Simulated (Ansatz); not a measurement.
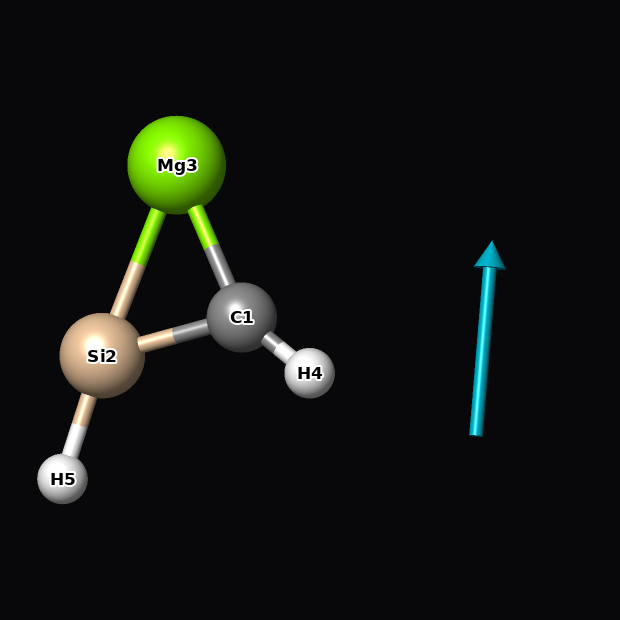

The arrow beside the molecule shows the direction of the dipole moment, from the negative to the positive end (its length means nothing). The geometry was computed by an optimisation with PBE-D4/def2-SVP. No frequency run is at hand to confirm it as a minimum. Properties computed with RKS PBE-D4/def2-SVP (Ansatz 0.2.0).

**Estimate the dipole moment.**

4.12 D; it points from the side of H5 to the side of Mg3 (the outermost atoms at the two ends).
